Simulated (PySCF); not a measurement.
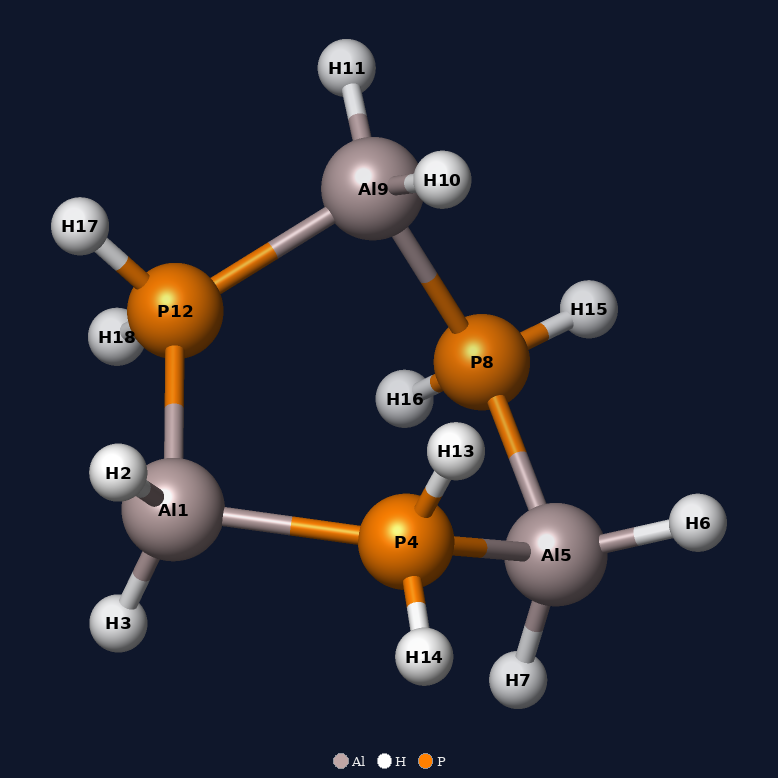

Computed geometry: PBE0-D3(BJ)/def2-SVP optimisation. No frequency run is at hand to confirm it as a minimum. Level of theory: delta-SCF UKS SCAN, pcX-2 on the ionised atom (unc-x2c-TZVPall on a metal), pcseg-1 elsewhere, spin-free X2C (PySCF 2.14.0).

Give the core-electron binding energies (to vacuum; p and d levels without spin–orbit splitting) of Al1 1s, Al1 2p, P4 1s, P4 2p.

```csv
atom,level,binding energy (eV)
Al1,1s,1565.9
Al1,2p,79.8
P4,1s,2150.0
P4,2p,136.8
```
